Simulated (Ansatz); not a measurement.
# Nudged elastic band of AgC$_{18}$ (part 3 of 3)

AgC$_{18}$ (slab, 19 atoms in the cell); DFT PBEsol, scalar-relativistic, plane waves, PAW, spin-polarised (Ansatz 0.2.0); cutoff 420 eV, 2×2×1 k-mesh, Fermi–Dirac smearing of 0.02 eV, collinear spins. One setting was made poor on purpose. It belongs to a series of runs on one base structure; here: band between the two ends.

Geometry of the input (Å; fractional positions):
```
7.3980  0.0000  0.0000
-3.6990  6.4069  0.0000
0.0000  0.0000  12.0000
C  -0.0044  -0.0078  0.0808
C  0.2178  0.1029  0.0808
C  -0.0062  0.3248  0.0838
C  0.2178  0.4368  0.0900
C  -0.0043  0.6592  0.0808
C  0.2177  0.7705  0.0808
C  0.3291  -0.0075  0.0799
C  0.5512  0.1035  0.0803
C  0.3299  0.3248  0.0839
C  0.5515  0.4368  0.0808
C  0.3299  0.6608  0.0838
C  0.5516  0.7704  0.0807
C  0.6623  -0.0075  0.0799
C  0.8840  0.1030  0.0808
C  0.6622  0.3255  0.0799
C  0.8841  0.4367  0.0808
C  0.6624  0.6591  0.0808
C  0.8845  0.7702  0.0807
Ag 0.2191  0.4360  0.2856
```

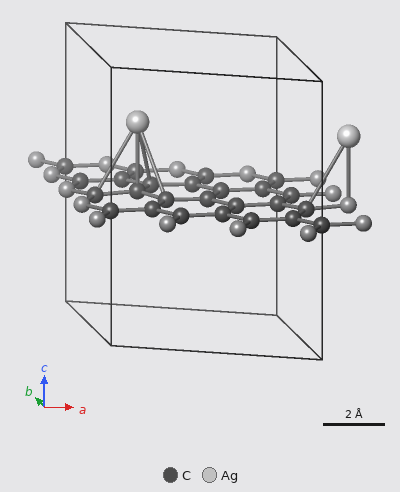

Fig. 1: The starting structure (ball-and-stick view of the cell of the calculation, with the vacuum cut short, seen slightly off an axis; neighbours outside the cell are drawn fainter).

Output, continued:
```
  k-point 0 ↑: bands = ["-91.7465", "-55.3407", "-55.2780", "-55.2755", "-19.9040", "-17.4300", "-17.3977", "-17.2906", "-17.2862", "-17.2675", "-17.1983", "-12.9981", "-12.9774", "-12.9374", "-12.8888", "-11.0348", "-11.0029", "-10.0908", "-10.0591", "-10.0270", "-10.0134", "-9.9810", "-9.9226", "-8.2293", "-6.2737", "-6.2694", "-6.2153", "-6.1753", "-6.1081", "-6.0929", "-5.7658", "-5.5364", "-5.2141", "-5.0919", "-5.0512", "-4.9404", "-4.2177", "-4.1912", "-4.1663", "-4.0863", "-4.0059", "-3.4206", "-3.3474", "-0.7050", "-0.5006", "-0.4626", "-0.3154", "-0.1556", "3.2303", "3.4602", "3.5553", "3.6356", "4.3758", "4.4232", "4.4624", "4.5496", "4.6222", "4.6423", "4.6522", "5.9555", "5.9640", "6.2048", "6.2677", "6.9371", "6.9432"]
  k-point 1 ↑: bands = ["-91.7465", "-55.3407", "-55.2780", "-55.2755", "-19.2942", "-19.2059", "-17.9787", "-17.9166", "-15.5018", "-15.4806", "-15.4568", "-15.4061", "-14.6052", "-13.6782", "-11.8431", "-11.7781", "-11.7622", "-11.7435", "-8.5251", "-8.5076", "-8.4266", "-8.4164", "-8.1462", "-8.0556", "-7.6368", "-7.2946", "-6.8935", "-6.8364", "-6.7914", "-6.0439", "-5.8356", "-5.7493", "-5.7107", "-4.6076", "-4.5708", "-4.5097", "-4.3757", "-4.2756", "-4.2330", "-4.2319", "-3.0356", "-3.0210", "-3.0173", "-2.9468", "-2.6585", "-0.4010", "1.1888", "1.9273", "1.9600", "2.1233", "2.1282", "2.7668", "3.4875", "4.0760", "4.2478", "4.4353", "4.9453", "5.0264", "5.9011", "5.9468", "6.0655", "6.1175", "6.5643", "6.5758", "6.8898"]
  k-point 2 ↑: bands = ["-91.7465", "-55.3407", "-55.2780", "-55.2755", "-19.3057", "-19.1916", "-17.9708", "-17.9298", "-15.4977", "-15.4843", "-15.4484", "-15.4108", "-14.6221", "-13.6390", "-11.8421", "-11.8301", "-11.7602", "-11.7256", "-8.5317", "-8.4903", "-8.4349", "-8.4002", "-8.1898", "-8.1181", "-7.6209", "-7.2736", "-6.8644", "-6.7985", "-6.7688", "-5.9650", "-5.9431", "-5.7406", "-5.6410", "-4.6844", "-4.5417", "-4.4655", "-4.3964", "-4.3242", "-4.2701", "-4.1954", "-3.0331", "-3.0243", "-3.0046", "-2.9205", "-2.7348", "-0.3697", "1.1603", "1.9232", "1.9989", "2.1328", "2.1568", "2.6879", "3.5506", "4.0742", "4.2422", "4.4266", "4.9478", "5.0182", "5.8609", "5.9504", "6.0851", "6.1533", "6.5694", "6.5860", "6.7350"]
  k-point 3 ↓: bands = ["-91.7496", "-55.3388", "-55.2723", "-55.2688", "-19.3058", "-19.1971", "-17.9712", "-17.9356", "-15.4966", "-15.4891", "-15.4509", "-15.4166", "-14.6272", "-13.6398", "-11.8427", "-11.8317", "-11.7630", "-11.7311", "-8.5313", "-8.4895", "-8.4380", "-8.4022", "-8.1928", "-8.1215", "-7.6134", "-7.2823", "-6.8645", "-6.7998", "-6.7699", "-5.9616", "-5.9444", "-5.7414", "-5.6428", "-4.6654", "-4.5388", "-4.3912", "-4.3270", "-4.2247", "-4.1749", "-4.1056", "-3.0320", "-3.0263", "-2.9821", "-2.9016", "-2.7349", "0.1617", "1.1766", "1.9423", "2.0205", "2.1251", "2.1490", "2.9347", "3.9046", "4.1780", "4.5166", "4.6354", "5.0916", "5.2997", "5.8544", "5.9648", "6.1817", "6.2351", "6.8097", "6.8861", "6.9347"]
this run last wrote the band of iteration 8 to [file]
--- NEB band (5 images, 8 band iterations, 663 SCF iterations) ---
  forward barrier  = 0.009521 eV
  backward barrier = 0.009521 eV
  lagrangian_above_aufbau_ev (what the smearing adds, to first order; not taken off the barriers): saddle image -0.008639 eV, end points -0.009265 and -0.009265 eV
  climbing image's point = of an order that was not read
  energies are F+E_penalty+E_count in eV, relative to image 0
  image     s (Å)  Δ vs image 0  max|band force component| (eV/Å)     M (μB)  M_abs (μB)
      0    0.0000      0.000000                                 —    +0.7209      1.5631
  *   1    0.6413      0.009521                          3.263e-2    +0.4702      0.6943
      2    1.3645      0.000202                          2.038e-2    -0.7195      1.5576
      3    2.0879      0.009407                          1.561e-2    -0.4701      0.6493
      4    2.8114      0.000000                                 —    +0.7209      1.5621
  climbing-image geometry (image 1):
  cell:  # Å, volume = 568.7750 Å³
    - [7.398, 0.0, 0.0]
    - [-3.699, 6.406856, 0.0]
    - [0.0, 0.0, 12.0]
  atoms:
    - { symbol: C, position: [-0.0023779936969040997, -0.008261921123756987, 0.08080731308000962] }
    - { symbol: C, position: [0.21913010642722242, 0.10277868137085852, 0.08032502506634634] }
    - { symbol: C, position: [-0.0036725061510534673, 0.32312221152843484, 0.08241573607903915] }
    - { symbol: C, position: [0.21866946330394285, 0.4338515595314756, 0.08829951669597193] }
    - { symbol: C, position: [-0.0037145350118897857, 0.6574854732081913, 0.08063944703334822] }
    - { symbol: C, position: [0.2202458134489491, 0.7706559975067522, 0.08232240671743414] }
    - { symbol: C, position: [0.33123882020478135, -0.009012844219782554, 0.08032180196617685] }
    - { symbol: C, position: [0.5528152420929476, 0.10215165294135592, 0.08080280282569997] }
    - { symbol: C, position: [0.33023477776056503, 0.32313823418734516, 0.08246088621889928] }
    - { symbol: C, position: [0.5541559488340211, 0.4364113772581824, 0.0806641833125635] }
    - { symbol: C, position: [0.3317670229057533, 0.6600575046808631, 0.0879498305978096] }
    - { symbol: C, position: [0.5538485075645627, 0.7706301741584902, 0.0824106790634157] }
    - { symbol: C, position: [0.6632106406067748, -0.008984709462981973, 0.08037572786486546] }
    - { symbol: C, position: [0.8871163314385719, 0.10279298398947875, 0.08035409042703384] }
    - { symbol: C, position: [0.6642966868501635, 0.32510857804222676, 0.08035145610281944] }
    - { symbol: C, position: [0.88568098096441, 0.43639650024409127, 0.08059461509217483] }
    - { symbol: C, position: [0.6646508675932431, 0.6574614962377818, 0.08074630607402919] }
    - { symbol: C, position: [0.8861348803498393, 0.7687757093246914, 0.08045788030120875] }
    - { symbol: Ag, position: [0.2701587520140994, 0.537022668096302, 0.28269972548115413] }
```

The last band as extended XYZ (Å, eV, eV/Å):
```
19
Lattice="7.3980 0.0000 0.0000 -3.6990 6.4069 0.0000 0.0000 0.0000 12.0000" Properties=species:S:1:pos:R:3:forces:R:3 image=0 energy=-11959.28360
C    -0.0037   -0.0499    0.9695   -0.0113   0.0008   0.0027
C     1.2304    0.6595    0.9698    0.0080   0.0104  -0.0006
C    -1.2473    2.0810    1.0056   -0.0084  -0.0067   0.0033
C    -0.0044    2.7985    1.0798    0.0143   0.0065   0.0026
C    -2.4704    4.2233    0.9699   -0.0084  -0.0178  -0.0013
C    -1.2393    4.9365    0.9691    0.0146   0.0078   0.0026
C     2.4628   -0.0482    0.9592    0.0002  -0.0038   0.0002
C     3.6949    0.6631    0.9640    0.0023  -0.0109   0.0001
C     1.2393    2.0812    1.0067   -0.0046  -0.0041  -0.0036
C     2.4646    2.7983    0.9700    0.0088   0.0055  -0.0017
C    -0.0039    4.2336    1.0052   -0.0078  -0.0014  -0.0007
C     1.2305    4.9362    0.9690    0.0011   0.0134   0.0029
C     4.9272   -0.0479    0.9590   -0.0075  -0.0090   0.0012
C     6.1589    0.6599    0.9697    0.0079   0.0014  -0.0041
C     3.6953    2.0852    0.9591   -0.0106   0.0097   0.0041
C     4.9249    2.7980    0.9698    0.0014   0.0124  -0.0038
C     2.4624    4.2230    0.9698   -0.0010  -0.0137  -0.0021
C     3.6949    4.9343    0.9679    0.0031  -0.0009   0.0011
Ag    0.0082    2.7934    3.4266   -0.0020   0.0004  -0.0029
19
Lattice="7.3980 0.0000 0.0000 -3.6990 6.4069 0.0000 0.0000 0.0000 12.0000" Properties=species:S:1:pos:R:3:forces:R:3 image=1 energy=-11959.27408
C     0.0130   -0.0529    0.9697   -0.0042  -0.0074   0.0003
C     1.2409    0.6585    0.9639   -0.0152   0.0327   0.0007
C    -1.2224    2.0702    0.9890    0.0186  -0.0291   0.0013
C     0.0129    2.7796    1.0596   -0.0065   0.0066   0.0201
C    -2.4595    4.2124    0.9677   -0.0209  -0.0278  -0.0003
C    -1.2213    4.9375    0.9879    0.0200   0.0182   0.0000
C     2.4838   -0.0577    0.9639    0.0224  -0.0210  -0.0001
C     3.7119    0.6545    0.9696   -0.0008  -0.0033  -0.0013
C     1.2478    2.0703    0.9895   -0.0105  -0.0323  -0.0027
C     2.4854    2.7960    0.9680    0.0230   0.0226  -0.0007
C     0.0129    4.2289    1.0554    0.0000   0.0141   0.0005
C     1.2468    4.9373    0.9889   -0.0182   0.0267  -0.0025
C     4.9397   -0.0576    0.9645   -0.0178  -0.0304  -0.0027
C     6.1827    0.6586    0.9642    0.0136   0.0305  -0.0006
C     3.7119    2.0829    0.9642   -0.0055   0.0012   0.0023
C     4.9380    2.7959    0.9671   -0.0156   0.0261   0.0003
C     2.4851    4.2123    0.9690    0.0191  -0.0235  -0.0054
C     3.7119    4.9254    0.9655   -0.0016  -0.0047   0.0009
Ag    0.0122    3.4406    3.3924   -0.0002   0.0006  -0.0104
19
Lattice="7.3980 0.0000 0.0000 -3.6990 6.4069 0.0000 0.0000 0.0000 12.0000" Properties=species:S:1:pos:R:3:forces:R:3 image=2 energy=-11959.28340
C     0.0305   -0.0660    0.9644   -0.0042   0.0026  -0.0004
C     1.2624    0.6457    0.9598    0.0034  -0.0091  -0.0007
C    -1.2036    2.0669    0.9690   -0.0104  -0.0049   0.0011
C     0.0298    2.7696    1.0066    0.0194  -0.0010  -0.0012
C    -2.4382    4.2046    0.9690   -0.0141   0.0097   0.0002
C    -1.2123    4.9228    1.0054    0.0032   0.0005   0.0000
C     2.4959   -0.0631    0.9697   -0.0166  -0.0042   0.0009
C     3.7287    0.6466    0.9701    0.0202  -0.0015  -0.0004
C     1.2658    2.0662    0.9703   -0.0202   0.0075  -0.0001
C     2.4972    2.7809    0.9703    0.0097   0.0066  -0.0009
C     0.0307    4.2056    1.0796   -0.0077  -0.0015   0.0010
C     1.2732    4.9235    1.0054    0.0117  -0.0122  -0.0002
C     4.9644   -0.0640    0.9697   -0.0144   0.0090  -0.0004
C     6.1965    0.6449    0.9590    0.0093   0.0055   0.0016
C     3.7294    2.0696    0.9681   -0.0046   0.0021  -0.0004
C     4.9615    2.7816    0.9690    0.0074  -0.0075   0.0009
C     2.5002    4.2054    0.9702   -0.0168  -0.0043  -0.0018
C     3.7287    4.9182    0.9597    0.0190  -0.0029   0.0000
Ag    0.0010    4.1676    3.4247    0.0058   0.0059   0.0007
19
Lattice="7.3980 0.0000 0.0000 -3.6990 6.4069 0.0000 0.0000 0.0000 12.0000" Properties=species:S:1:pos:R:3:forces:R:3 image=3 energy=-11959.27419
C     0.0118   -0.0593    0.9694   -0.0102  -0.0044  -0.0003
C     1.2488    0.6549    0.9647    0.0110   0.0065  -0.0003
C    -1.2199    2.0830    0.9639   -0.0014   0.0066   0.0005
C     0.0056    2.7828    0.9896   -0.0060   0.0028  -0.0006
C    -2.4478    4.2099    0.9635    0.0038  -0.0060   0.0020
C    -1.2291    4.9212    0.9891    0.0031  -0.0055   0.0004
C     2.4797   -0.0503    0.9677   -0.0033   0.0028   0.0015
C     3.7059    0.6575    0.9681   -0.0019   0.0025  -0.0008
C     1.2535    2.0736    0.9683    0.0004  -0.0059  -0.0018
C     2.4795    2.7816    0.9684    0.0045  -0.0048  -0.0015
C     0.0027    4.2067    1.0598   -0.0156  -0.0079   0.0012
C     1.2579    4.9312    1.0584    0.0096   0.0125   0.0005
C     4.9538   -0.0522    0.9891   -0.0024   0.0004  -0.0024
C     6.1790    0.6478    0.9640    0.0039  -0.0005   0.0002
C     3.7105    2.0761    0.9650   -0.0097  -0.0036   0.0004
C     4.9475    2.7903    0.9694    0.0105   0.0059   0.0002
C     2.4889    4.2171    0.9891    0.0017  -0.0038  -0.0023
C     3.7078    4.9283    0.9637    0.0017   0.0025   0.0005
Ag    0.6141    4.5605    3.3886   -0.0001  -0.0001   0.0027
19
Lattice="7.3980 0.0000 0.0000 -3.6990 6.4069 0.0000 0.0000 0.0000 12.0000" Properties=species:S:1:pos:R:3:forces:R:3 image=4 energy=-11959.28360
C    -0.0036   -0.0483    0.9698   -0.0010  -0.0137  -0.0021
C     1.2289    0.6630    0.9679    0.0031  -0.0009   0.0011
C    -1.2378    2.0877    0.9590   -0.0075  -0.0090   0.0012
C    -0.0061    2.7956    0.9697    0.0079   0.0014  -0.0041
C    -2.4697    4.2208    0.9591   -0.0106   0.0097   0.0041
C    -1.2401    4.9336    0.9698    0.0014   0.0124  -0.0038
C     2.4616   -0.0480    0.9699   -0.0084  -0.0178  -0.0013
C     3.6927    0.6652    0.9691    0.0146   0.0078   0.0026
C     1.2293    2.0857    0.9695   -0.0113   0.0007   0.0027
C     2.4634    2.7951    0.9698    0.0080   0.0104  -0.0006
C    -0.0143    4.2167    1.0056   -0.0084  -0.0067   0.0033
C     1.2286    4.9341    1.0798    0.0143   0.0065   0.0026
C     4.9281   -0.0376    1.0052   -0.0078  -0.0014  -0.0007
C     6.1625    0.6649    0.9690    0.0011   0.0134   0.0029
C     3.6958    2.0874    0.9592    0.0002  -0.0038   0.0002
C     4.9279    2.7987    0.9640    0.0023  -0.0109   0.0001
C     2.4723    4.2168    1.0067   -0.0046  -0.0041  -0.0036
C     3.6976    4.9339    0.9700    0.0088   0.0055  -0.0017
Ag    1.2412    4.9290    3.4266   -0.0020   0.0004  -0.0029
```

Summary:

```csv
quantity,value
outcome,converged
"barrier, forward",0.009 eV
"barrier, backward",0.009 eV
electrons treated,91
hardware,"2 threads of Arm Neoverse V2, 24 GiB of memory available, shared host"
wall time,14 min (CPU time 19 min)
peak memory,1.7 GiB
```

Remarks:

The electronic state found may not be the lowest one. The program warns: the magnetisation did not meet its threshold; a screening estimate came out negative during mixing; some starting moments were not kept. A deliberately poor setting: few iterations. The k-point mesh is coarse for a cell of this size, so the results may not be converged. The order of the saddle point was not checked.
